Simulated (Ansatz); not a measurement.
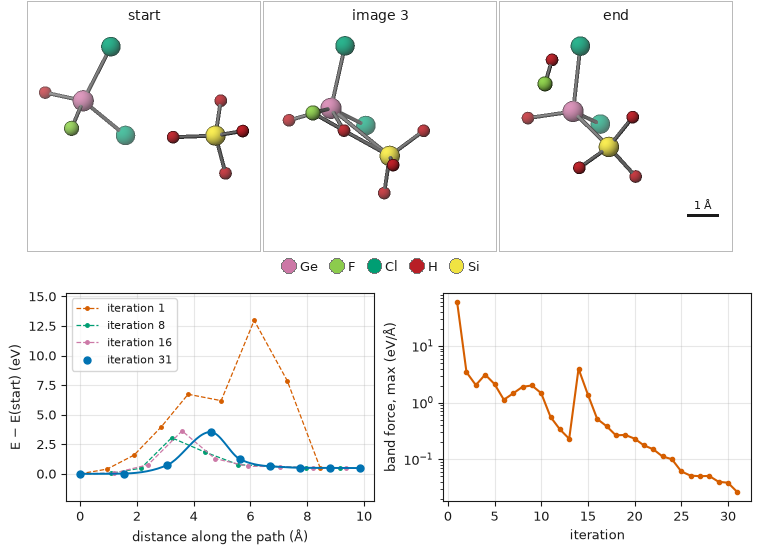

A nudged-elastic-band calculation for GeSiH₅Cl₂F, made up at the start of GeHCl$_{2}$F and SiH4. Images are numbered from 0 (start) to 8 (end). The plot follows the band through its iterations. A ball-and-stick model, seen at a tilt.

Theory: RHF/def2-SVP (Ansatz 0.2.0). Set-up: 7 movable images; climbing image; force threshold 0.03 eV/Å; iteration limit 60; starting path through a guess of the saddle point.

### Did the band converge, and can the barrier be trusted?

The result is final at these settings. The band converged in 31 iterations. The largest component of the band force went from 59 to 0.026 eV/Å. The climbing image converged on the top of the path. Its vibrational analysis gives one imaginary mode (1779i cm⁻¹), as a transition state must have. The first iteration put the highest image at 12.98 eV. The highest point, image 3, lies 3.54 eV above the start and 3.05 eV above the end; the end is at +0.49 eV relative to the start.

Limits of the set-up: the start holds two separate molecules, 3.5 Å apart at their closest, whose relative position is a soft coordinate and is computed without a dispersion correction; Hartree-Fock leaves out electron correlation.

The run took 9.5 min on 2 threads of Arm Neoverse V1, on a shared host, peak memory 0.36 GiB.
